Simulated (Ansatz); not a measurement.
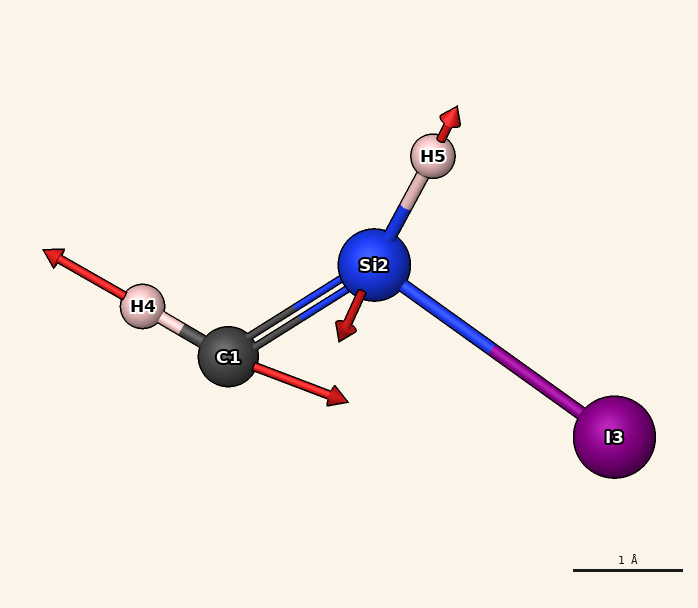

Arrows show the forces on the atoms, 0.09 Å of arrow for 1 eV/Å; forces under a tenth of the largest aren't drawn. State: charge −1, singlet. Level of theory: ωB97M-V/def2-TZVPPD (Ansatz 0.2.0).

Which bond do the forces act along most?

C1–H4, now 0.919 Å: the forces push its atoms apart, so a first step downhill lengthens it.

List the force components in the frame of the picture (x right, y up, z towards the viewer), in eV/Å.

| atom | Fx | Fy | Fz |
| --- | --- | --- | --- |
| C1 | 9.76 | −3.71 | 2.08 |
| Si2 | −2.39 | −5.21 | −2.90 |
| I3 | −0.64 | 0.52 | −0.12 |
| H4 | −8.46 | 4.84 | −1.32 |
| H5 | 1.73 | 3.57 | 2.26 |
